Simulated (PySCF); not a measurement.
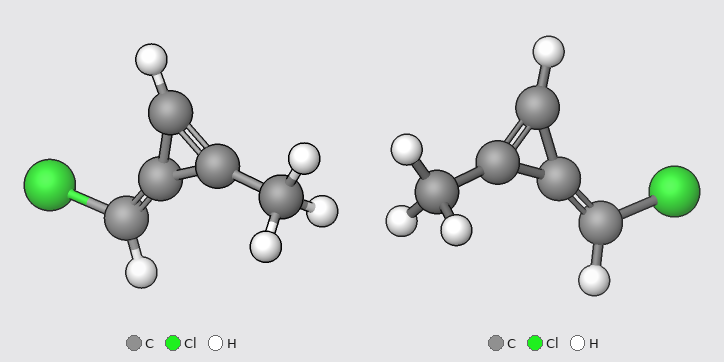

Both panels show the same species.

The geometry was computed by an optimisation with GFN2-xTB. No frequency run is at hand to confirm it as a minimum.

What does the picture show?

Formula C5H5Cl. SMILES: `CC1=CC/1=C\Cl`. Independent rings (smallest set): 1 of 3 members. Among its groups: alkene, C–Cl bond. The point group is Cs. Coordination, clear cases only: 1 C tetrahedral; 1 C trigonal planar.

The parts below concern this one geometry. Atoms keep their numbers from picture to picture.

### Shape

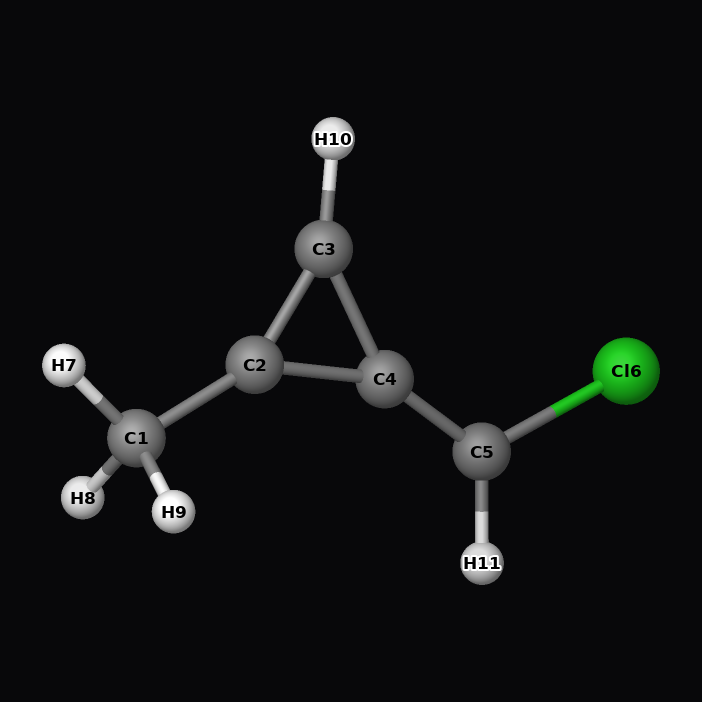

Atoms carry their numbers in the input. No frequency run is at hand to confirm it as a minimum.

Which atoms are bonded, and how long are the bonds?

```
  bond  length (Å)   order
 C1–C2       1.461  single
 C1–H7       1.089  single
 C1–H8       1.090  single
 C1–H9       1.090  single
 C2–C3       1.325  double
 C2–C4       1.451  single
 C3–C4       1.451  single
C3–H10       1.062  single
 C4–C5       1.308  double
C5–Cl6       1.749  single
C5–H11       1.075  single
```

### Excitation

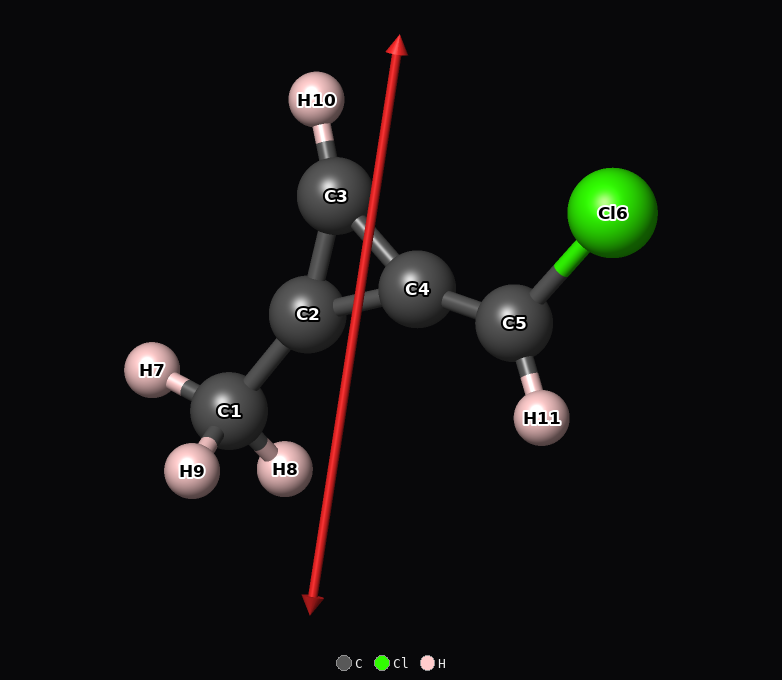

The double arrow shows the direction of the transition dipole to excited singlet state 1 (its length means nothing). No frequency run is at hand to confirm it as a minimum. Properties computed with TDDFT PBE0/def2-SVPD, vertical, gas phase, core orbitals frozen in the response (PySCF 2.14.0).

**How is the transition polarised?**

Nearly parallel to the C2–C3 bond.

**Give its energy, strength and character.**

4.31 eV (288 nm), oscillator strength 0.021, mainly HOMO → LUMO (weight 0.99); transition dipole 1.13 D.

### Ring current

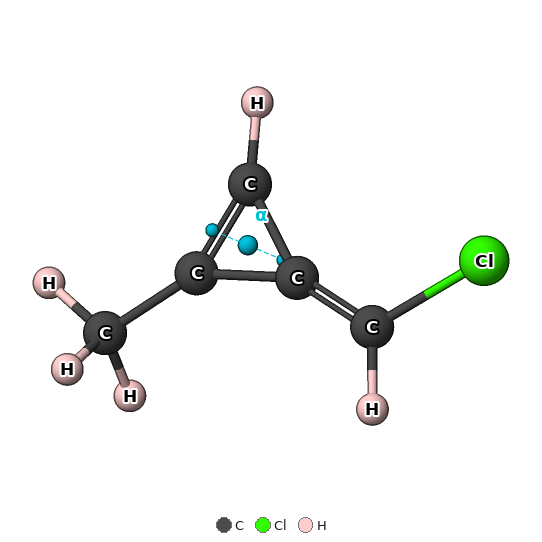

The small points mark where nucleus-independent chemical shifts (NICS) were computed: at the centre of each lettered ring and 1 Å above and below it. No frequency run is at hand to confirm it as a minimum. Method: GIAO PBE0/pcSseg-1 NMR shielding, non-relativistic, gas phase (PySCF 2.14.0).

Give NICS(0), NICS(1) and the out-of-plane component NICS(1)zz for each ring (means of the two sides).

| ring | members | NICS(0) | NICS(1) | NICS(1)zz |
| --- | --- | --- | --- | --- |
| α | C3 | −25.8 | −8.7 | −13.3 |

Values in ppm.

### Polarisability

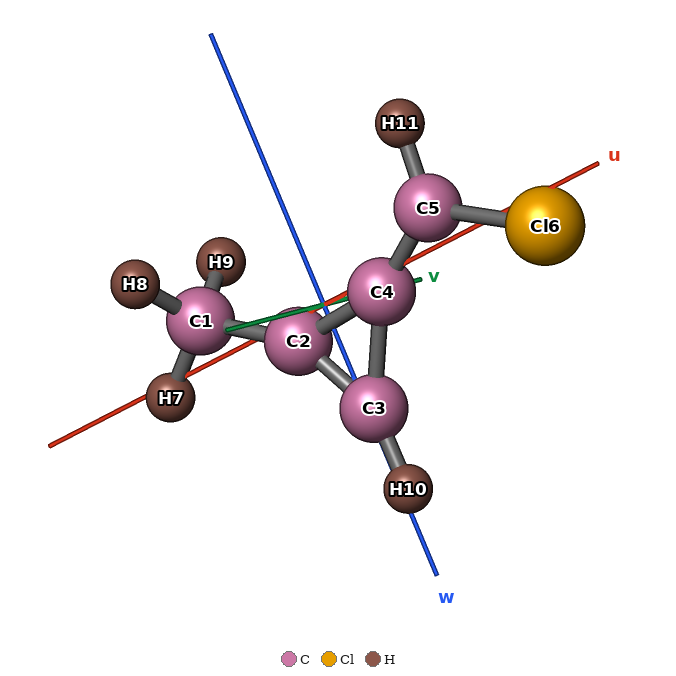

The lines u, v and w are the principal axes of the static dipole polarisability. No frequency run is at hand to confirm it as a minimum. Computed with PBE0/def2-SVPD (PySCF 2.14.0).

**Along which axis is the molecule most polarisable, and along which least?**

Most along u (nearly parallel to the C2–C4 bond), least along v.

**Give the three principal values.**

u 105.4, v 48.5, w 68.6 bohr³; mean 74.2, anisotropy 49.9 bohr³.

### Charges

The questions are on Hirshfeld charges. No frequency run is at hand to confirm it as a minimum. Level of theory: PBE0/pcSseg-1, gas phase (PySCF 2.14.0).

**Which atom carries the highest charge (most positive or least negative)?**

H10 (0.09 e).

**And the lowest?**

C5 (−0.11 e).

List the Hirshfeld charges.

```tsv
atom	value (e)
C1	−0.10
C2	0.05
C3	−0.02
C4	−0.03
C5	−0.11
Cl6	−0.10
H7	0.06
H8	0.07
H9	0.07
H10	0.09
H11	0.04
```
